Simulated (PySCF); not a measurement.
B(Cl)(Me)(nPr), SMILES CCCB(C)Cl (C₄H₁₀BCl), singlet at its GFN2-xTB optimised geometry (Å):

```
16

B      1.1098    -0.5530     0.0000
Cl     2.8256    -0.5530     0.0000
C      0.3387    -1.9302    -0.0049
H     -0.3343    -2.0015     0.8482
H      0.9932    -2.7976     0.0143
H     -0.2946    -2.0124    -0.8872
C      0.3762     0.8525     0.0000
C     -1.1547     0.8313     0.0267
C     -1.7389     2.2391     0.0226
H      0.6970     1.4224    -0.8789
H      0.7275     1.4429     0.8531
H     -1.5262     0.2851    -0.8418
H     -1.4952     0.3036     0.9191
H     -1.3959     2.7976     0.8905
H     -2.8256     2.2044     0.0461
H     -1.4333     2.7769    -0.8720
```

Level of theory: PBE0/def2-TZVP (PySCF 2.14.0). Cells within 0.4 Å of a nucleus heavier than hydrogen are left out (blank, or x).

Map of the electrostatic potential (hartree/e), clipped to [-0.08, 0.12] on the plane z = 0.0 Å:

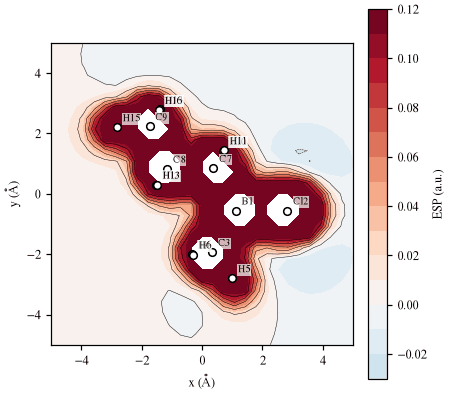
Figure. Electrostatic potential (hartree/e), clipped to [-0.08, 0.12] on the plane z = 0.0 Å.
